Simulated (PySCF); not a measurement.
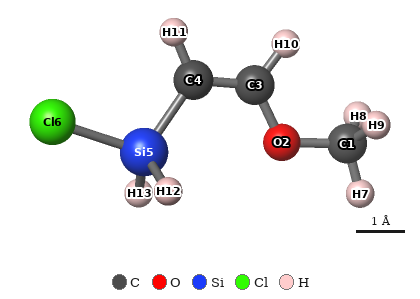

Fig. 1: The structure as given in the input (ball-and-stick view, seen at a tilt; atoms are numbered from 1 in the order of the input). Bond lengths as drawn: Cl–Si 2.08 Å, C–C 1.34 Å, C–H 1.09 to 1.10 Å, C–O 1.34 to 1.40 Å, C–Si 1.85 Å and H–Si 1.49 Å.

# Two runs on C3H7ClOSi

System: C3H7ClOSi.
Method of run 1: TDDFT PBE0/def2-SVPD, vertical, gas phase, core orbitals frozen in the response (PySCF 2.14.0).

The geometry comes from this level: PBE0-D3(BJ)/def2-SVP. Text and figures count atoms from 1; the logs count them from 0 in places.

### Input file, run 1
```
{"job": {"kind": "uv", "xc": "PBE0", "basis": "def2-SVPD", "ip": true}, "charge": 0, "multiplicity": 1}
C     -2.238298    -0.376116     0.534688
O     -0.844674    -0.286659     0.382369
C     -0.371753     0.676607    -0.426109
C      0.939438     0.783404    -0.680541
Si     2.151849    -0.414858     0.048636
Cl     4.055501     0.157941    -0.559998
H     -2.432470    -1.169454     1.267062
H     -2.665090     0.568789     0.913029
H     -2.732943    -0.641342    -0.415694
H     -1.126460     1.357242    -0.846176
H      1.267790     1.591278    -1.338776
H      1.930368    -1.809471    -0.431094
H      2.141864    -0.409753     1.539219
```

The first line tells a small driver script what to run in PySCF; the rest is the geometry in Å.

Command:
```bash
OMP_NUM_THREADS=1 python <driver script> task.json out
```

Hardware: 1 CPU thread, shared host.

### Output (run 1)
```
coarse grid: 11936 points
cycle   1  E = -942.4361677404  dE =  5.266e-01  |g| = 5.121e-01  |ddm| = 5.081e+00
cycle   2  E = -942.4001721006  dE =  3.600e-02  |g| = 6.686e-01  |ddm| = 1.598e+00
cycle   3  E = -942.4935663936  dE = -9.339e-02  |g| = 7.671e-02  |ddm| = 7.945e-01
cycle   4  E = -942.4946463928  dE = -1.080e-03  |g| = 2.692e-02  |ddm| = 1.410e-01
cycle   5  E = -942.4948216474  dE = -1.753e-04  |g| = 6.781e-03  |ddm| = 4.924e-02
cycle   6  E = -942.4948298354  dE = -8.188e-06  |g| = 3.783e-03  |ddm| = 1.323e-02
cycle   7  E = -942.4948335134  dE = -3.678e-06  |g| = 5.929e-04  |ddm| = 6.449e-03
final grid: 106112 points
cycle   8  E = -942.6091163599  dE = -1.851e-05  |g| = 8.846e-03  |ddm| = 8.504e-02
cycle   9  E = -942.6090996676  dE =  1.669e-05  |g| = 1.299e-02  |ddm| = 2.070e-02
cycle  10  E = -942.6091320495  dE = -3.238e-05  |g| = 1.640e-03  |ddm| = 1.206e-02
cycle  11  E = -942.6091327084  dE = -6.589e-07  |g| = 2.293e-04  |ddm| = 2.303e-03
cycle  12  E = -942.6091327198  dE = -1.139e-08  |g| = 1.043e-04  |ddm| = 4.796e-04
cycle  13  E = -942.6091327226  dE = -2.761e-09  |g| = 1.833e-05  |ddm| = 1.520e-04
cycle  14  E = -942.6091327226  dE = -8.822e-11  |g| = 3.832e-06  |ddm| = 4.177e-05
converged SCF energy = -942.6091327226

Static polarisability (au): isotropic 85.154, principal 64.175 74.622 116.664

Singlet excitations
state   eV       nm        f      main configurations
  1   6.0355    205.4   0.15434   H->L+1 0.58, H->L 0.38
  2   6.0619    204.5   0.24525   H->L 0.58, H->L+1 0.38
  3   6.5427    189.5   0.01132   H->L+2 0.95
  4   6.8673    180.5   0.00070   H-2->L 0.89
  5   6.9972    177.2   0.00258   H->L+3 0.91
  6   7.1184    174.2   0.02075   H->L+4 0.93
  7   7.1472    173.5   0.02412   H-1->L 0.98
  8   7.3012    169.8   0.00396   H->L+5 0.88
  9   7.4841    165.7   0.00937   H-1->L+1 0.76, H-1->L+2 0.20
 10   7.5631    163.9   0.01414   H-2->L+1 0.79, H-2->L+2 0.17

Triplet excitations (Tamm-Dancoff, eV): 3.8262 5.9176 6.4382 6.4687
Vertical ionisation energy (delta-SCF) = 8.9759 eV
```

Run 2 used a changed input.

### The two runs side by side

| quantity | run 1 | run 2 |
| --- | --- | --- |
| outcome | converged | converged |
| total energy (hartree) | −942.609133 | −942.920771 |
| HOMO (eV) | −7.06 | −6.79 |
| LUMO (eV) | −0.45 | 0.00 |
| dipole moment (D) | 4.45 | 4.87 |
| lowest excitation (eV) | 6.04 | 6.12 |
| SCF iterations | 14 | 14 |
| strongest computed line (eV) | 6.06 | 6.32 |
| basis functions | 190 | 106 |
| wall time (shared host) | 65 s | 13 s |

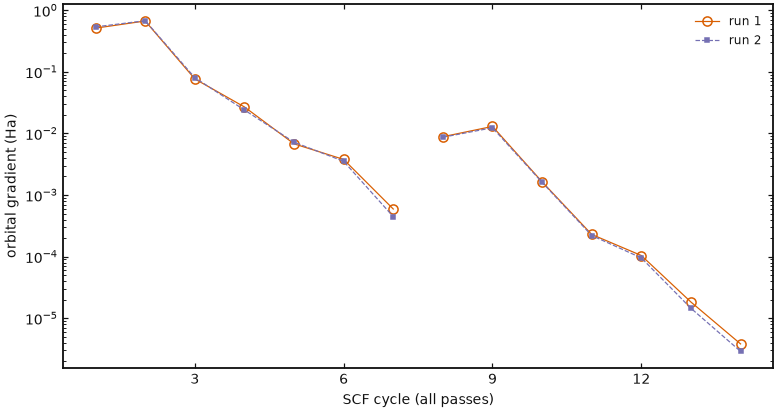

Fig. 2: Convergence of the two runs: orbital gradient against the SCF cycle. A break in a curve parts two SCF passes (coarse and final grid). Run 1 takes 14 cycles in all, and run 2 takes 14.

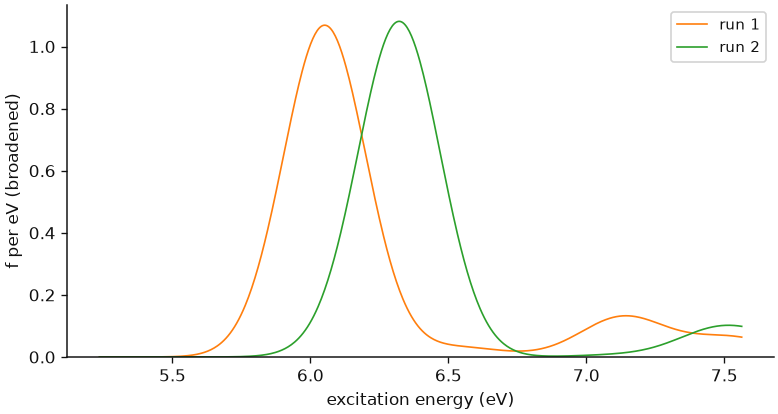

Fig. 3: Absorption of the two runs from their computed states, each broadened by a Gaussian of 0.35 eV full width; the range ends where the shorter list of states ends.

What was changed in the input?

The change (lines with − go, lines with + come):
```diff
-"basis": "def2-SVPD"
-"ip": true
+"basis": "6-31G*"
```

The total energy of run 2 is 195.6 kcal/mol lower, which measures the change of basis and not a stability. The HOMO goes from −7.06 to −6.79 eV. The LUMO goes from −0.45 to 0.00 eV. The dipole moment goes from 4.45 to 4.87 D. The lowest excitation goes from 6.04 to 6.12 eV. The strongest computed line goes from 6.06 to 6.32 eV. Diffuse functions give room to the loosely bound empty orbitals, which lowers the LUMO. The number of SCF iterations is the same. The basis functions go from 190 to 106.

### Output (run 2)
```
coarse grid: 11936 points
cycle   1  E = -942.9158853245  dE =  5.866e-01  |g| = 5.363e-01  |ddm| = 3.266e+00
cycle   2  E = -942.8842967403  dE =  3.159e-02  |g| = 6.758e-01  |ddm| = 1.122e+00
cycle   3  E = -942.9811524684  dE = -9.686e-02  |g| = 8.037e-02  |ddm| = 6.235e-01
cycle   4  E = -942.9824110704  dE = -1.259e-03  |g| = 2.402e-02  |ddm| = 8.795e-02
cycle   5  E = -942.9825514718  dE = -1.404e-04  |g| = 7.214e-03  |ddm| = 2.933e-02
cycle   6  E = -942.9825616055  dE = -1.013e-05  |g| = 3.526e-03  |ddm| = 9.596e-03
cycle   7  E = -942.9825648675  dE = -3.262e-06  |g| = 4.458e-04  |ddm| = 3.679e-03
final grid: 106112 points
cycle   8  E = -942.9207540334  dE = -1.277e-05  |g| = 8.677e-03  |ddm| = 1.824e-02
cycle   9  E = -942.9207398150  dE =  1.422e-05  |g| = 1.236e-02  |ddm| = 1.507e-02
cycle  10  E = -942.9207700316  dE = -3.022e-05  |g| = 1.606e-03  |ddm| = 9.244e-03
cycle  11  E = -942.9207706525  dE = -6.208e-07  |g| = 2.203e-04  |ddm| = 1.657e-03
cycle  12  E = -942.9207706632  dE = -1.076e-08  |g| = 9.541e-05  |ddm| = 2.833e-04
cycle  13  E = -942.9207706655  dE = -2.306e-09  |g| = 1.452e-05  |ddm| = 8.994e-05
cycle  14  E = -942.9207706656  dE = -5.639e-11  |g| = 2.900e-06  |ddm| = 2.069e-05
converged SCF energy = -942.9207706656

Static polarisability (au): isotropic 67.405, principal 45.228 58.250 98.736

Singlet excitations
state   eV       nm        f      main configurations
  1   6.1224    202.5   0.00546   H->L+1 0.97
  2   6.3228    196.1   0.40056   H->L 0.94
  3   7.1233    174.1   0.00254   H-2->L 0.88
  4   7.4634    166.1   0.02586   H-1->L 0.96
  5   7.4955    165.4   0.00330   H->L+2 0.94
  6   7.6258    162.6   0.00798   H-1->L+1 0.96
  7   7.6734    161.6   0.00763   H-2->L+1 0.96
  8   8.1023    153.0   0.00772   H->L+3 0.84
  9   8.2289    150.7   0.00030   H-3->L 0.85
 10   8.6887    142.7   0.00157   H->L+4 0.88

Triplet excitations (Tamm-Dancoff, eV): 3.8819 6.0066 6.7081 7.1493
```
